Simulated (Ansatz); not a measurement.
TiSi2 under a change: Si → Pb

Take TiSi2 (space group Fddd, No. 70; a = 4.760 Å, b = 8.180 Å, c = 8.499 Å) as the base.

Modification: full substitution Si → Pb, then cell and atoms are relaxed.

Level of theory: Ansatz (an electronic-structure program) PBEsol, scalar-relativistic without spin-orbit coupling, earlier PAW set. k-mesh 11×11×11 (Γ-centred); smearing 0.05 eV (Fermi–Dirac), for the changed cell.

The volume per atom goes up by 9.33 Å³, from 13.79 Å³ to 23.12 Å³ and the density grows by 6.89 g/cm³ to 11.07 g/cm³. The space group remains Fddd (No. 70) and the shortest interatomic distance rises by 0.403 Å, from 2.516 Å to 2.919 Å. The band gap is still zero.

Final structure:

```
TiPb2
1.0
    0.00000     4.82439     4.86803
    2.95295     0.00000     4.86803
    2.95295     4.82439     0.00000
Pb Ti
4 2
Direct
  0.68306   0.31694   0.68306
  0.31694   0.68306   0.31694
  0.56694   0.93306   0.56694
  0.93306   0.56694   0.93306
  0.00000   0.00000   0.00000
  0.25000   0.25000   0.25000
```

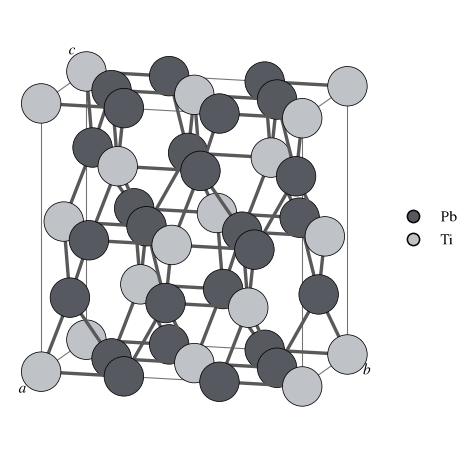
Figure: The relaxed conventional cell after the change

No phonon test of stability was made. As relaxed here, TiPb2 is a hypothetical phase, not in the database extracts checked. All final runs are without spin polarisation. TiPb2 has a high density of states at the Fermi level and may be magnetic at this level.
